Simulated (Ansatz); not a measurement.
# Gate voltage at the highest density: 1T-CrSSe monolayer

A layer charged from one gate needs a voltage that grows with the carrier density; the slope is e over the total capacitance.

Set-up. Ansatz 0.2.0, plane waves with PAW datasets (its set soft_2), PBE-D3(BJ); isolated slab, charged sheet 5 Å from the outer atoms behind model barriers, atoms held, Fermi-Dirac smearing of 0.02585 eV. The voltage is that of the gate against the layer's Fermi level, from the uncharged case, which has no gap over 0.05 eV.

| run | added electrons (10¹³ per cm²) | gate voltage (V) |
| --- | --- | --- |
| run 1 | −1.00 | −0.73 |
| run 2 | −2.00 | −1.46 |
| run 3 | −4.00 | −2.93 |
| run 4 | −7.00 | −5.14 |
| run 5 | −11.00 | ? |

Q: Estimate the withheld value from the rows shown.

A least-squares line through the 4 rows shown has slope 0.7352 and intercept 0.0082; no row lies more than 0.01 V off it. The capacitance is 1.602/0.7352 = 2.18 µF/cm², against 1.77 µF/cm² for plates 5 Å apart in vacuum; it is the larger, as where the added charge has its centre outside the outer atoms (not examined here). At −11.00 it gives 0.7352 × (−11.00) + 0.0082 = −8.08 V, beyond the rows fitted. Rounding and scatter of the rows alone allow about ±0.012 V there.

The run itself gives −8.12 V: a miss of −0.04 V, or 0.5 % of the value. The capacitance falls a little towards the highest density.

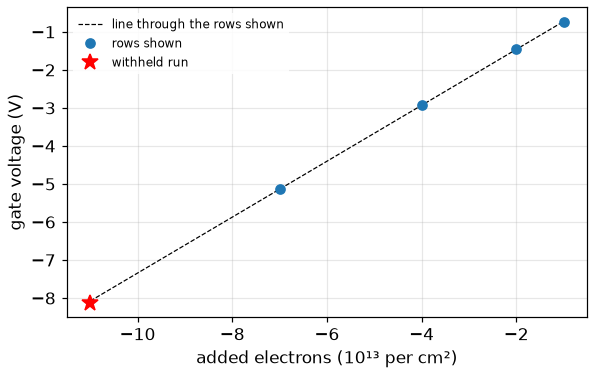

The fit and the withheld run.

**Limits.** The gates are model sheets, not atoms, and low densities sample few k-points.
